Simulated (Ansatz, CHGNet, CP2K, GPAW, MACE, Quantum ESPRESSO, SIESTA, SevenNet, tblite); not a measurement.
**Other levels on random packing of B74C26 (at. %) (103 atoms)**

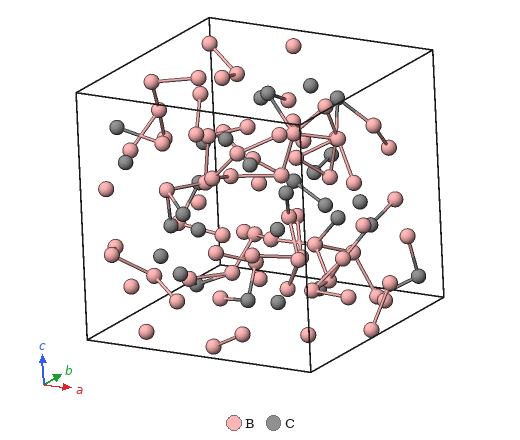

The cell (boron pink, carbon grey). Bonds to atoms that aren't drawn are left out. Some periodic images of atoms are drawn too.

Density of this cell: 2.19 g/cm³. The cell holds 103 atoms: 76 B and 27 C. Its edges and angles: a = 9.542 Å, b = 9.542 Å, c = 9.542 Å, α = 90.0°, β = 90.0°, γ = 90.0°. 103 atoms (76 B, 27 C) packed at random in a cube at 2.19 g/cm³ and pushed apart as soft spheres; a start for melting by ab initio MD, not an equilibrated structure. Then every atom was moved at random, 0.05 Å r.m.s. a Cartesian component.

Geometry: as built.

The reference, a calculation:

```
method                 : Kohn-Sham DFT, PBE, PAW, plane waves (Ansatz 0.2.0); cutoff 420 eV, Γ point, fermi-dirac smearing of 0.05 eV; PAW set soft_2
r.m.s. force component : 1.347 eV/Å
longest force          : 5.655 eV/Å
pressure               : -21.56 GPa
SCF cycles             : 8
time                   : 14 s on 4 threads of Arm Neoverse N1, shared host
CPU time               : 52 s
```

Runs, in no order:
A. SIESTA PBE, DZ, shift 0.01 Ry, mesh 300 Ry: Kohn-Sham DFT, PBE, PseudoDojo 0.4.1 norm-conserving pseudopotentials (converted to PSML), numerical atomic orbitals (DZ), diagonalisation
B. QE PBE+D3(BJ), sssp-1.3.0-efficiency, 45/360 Ry: Kohn-Sham DFT, PBE+D3(BJ), SSSP efficiency 1.3.0 pseudopotentials, plane waves
C. SevenNet l3i5 potential: machine-learned interatomic potential SevenNet l3i5, trained on PBE(+U) plane-wave data
D. CP2K PBE, DZVP-UZH, 450/50 Ry, diagonalisation: Kohn-Sham DFT, PBE, GTH-PBE pseudopotentials, Gaussian and plane waves, DZVP-MOLOPT (UZH set), diagonalisation
E. QE PBE, sssp-1.3.0-efficiency, 45/360 Ry: Kohn-Sham DFT, PBE, SSSP efficiency 1.3.0 pseudopotentials, plane waves

Q: Order them from the smallest to the largest r.m.s. force difference.

E, D, B, A, C.

| run | Δ force, r.m.s. (meV/Å) | share of r.m.s. force (%) | CPU time |
| --- | --- | --- | --- |
| E. QE PBE, sssp-1.3.0-efficiency, 45/360 Ry | 11.7 | 0.868 | 6.4 min |
| D. CP2K PBE, DZVP-UZH, 450/50 Ry, diagonalisation | 54.6 | 4.05 | 21 min |
| B. QE PBE+D3(BJ), sssp-1.3.0-efficiency, 45/360 Ry | 135 | 10.0 | 6.4 min |
| A. SIESTA PBE, DZ, shift 0.01 Ry, mesh 300 Ry | 286 | 21.2 | 5.2 min |
| C. SevenNet l3i5 potential | 644 | 47.8 | 22 s |

Machine-learned potentials mimic data converged in k, so the reference's own k-point error enters their differences. The electronic-structure runs sample only Γ, in a cell whose shortest periodic width is 10 Å, which is coarse for a cell with partly filled levels.

[Logs are printed without paths, hosts, clocks, repeated set-up lines and the standing remarks that a program may print on its own settings, such as how far it seeks lower states.]

[Hosts, paths, dates, database ids (printed as entryN), source tags and the programs' standing remarks are cut or masked in the printed files.]
